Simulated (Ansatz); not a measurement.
```csv
atom,x (Å),y (Å),z (Å)
Mo,0.3831,0.6679,0.1799
O,0.3113,0.5301,1.9998
O,1.9929,0.6516,-0.3759
O,-0.4486,2.0511,-0.3645
N,-0.5679,-0.9898,-0.3391
H,-0.1060,-1.8717,-0.5561
H,-1.5648,-1.0391,-0.5440
```

Geometry: r2SCAN-D4/def2-SVPD; core potentials replace the inner electrons of Mo.

All numbers below come from UKS PBE0-D4/def2-TZVPD (Ansatz 0.2.0).

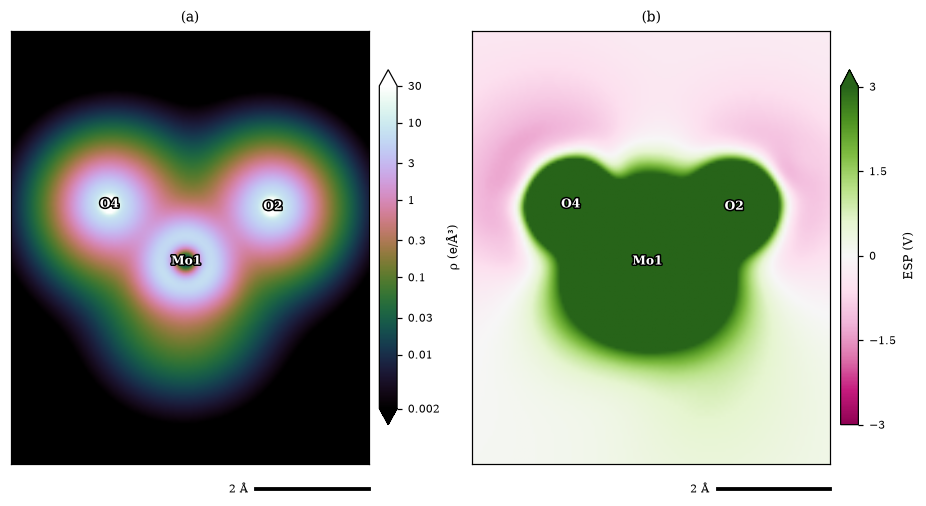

H2MoNO3 (doublet). (a) electron density; (b) molecular electrostatic potential on the plane of atoms O2, Mo1 and O4.

Question: Read the bonding off the picture.

Answer:
- The plane passes through Mo and O nuclei.
- Mo–O (1.70 Å): ρ is about 1.8 e/Å³ halfway.
- Mo–O (1.83 Å): ρ at the midpoint is about 1.3 e/Å³.
- Outside the dense part of the molecule the potential is most negative (−1.3 V) near O4.
